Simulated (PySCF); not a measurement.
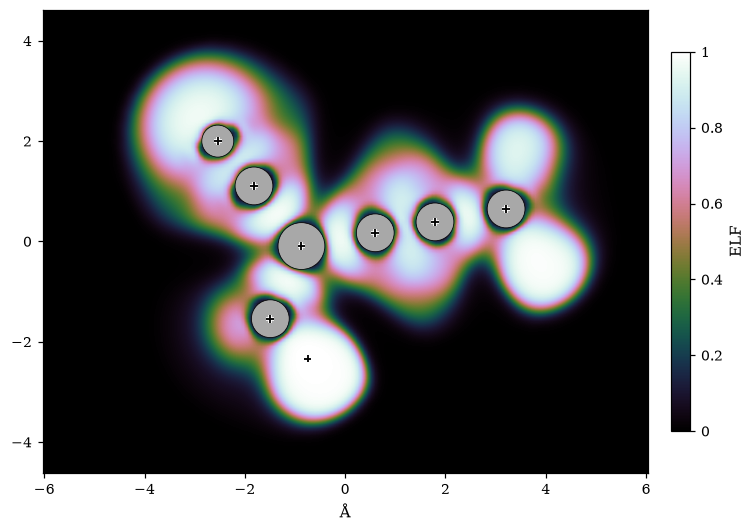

The electron localisation function on a plane through atoms (crosses mark nuclei in the plane; grey discs cover the cores).

Theory: PySCF 2.14.0, PBE0/pcSseg-1, SCF density, gas phase, non-relativistic.

Candidates:
A. C$_{5}$H$_{9}$ClOSi$_{2}$ (SMILES [SiH3]CO[Si]1(Cl)C=CC=C1)
B. C$_{8}$H$_{13}$ClSi
C. C$_{5}$H$_{6}$BN (SMILES CC#CB(C)C#N)

> Which system is this?

Candidate C: C$_{5}$H$_{6}$BN on the plane of atoms C3, B4 and C6, which holds C, B, N and H. C–N (1.15 Å): the ELF peaks at about 0.90 between the atoms: a short, multiple covalent bond. C–C (1.21 Å): the ELF peaks at about 0.85 between the atoms; a short, multiple covalent bond.
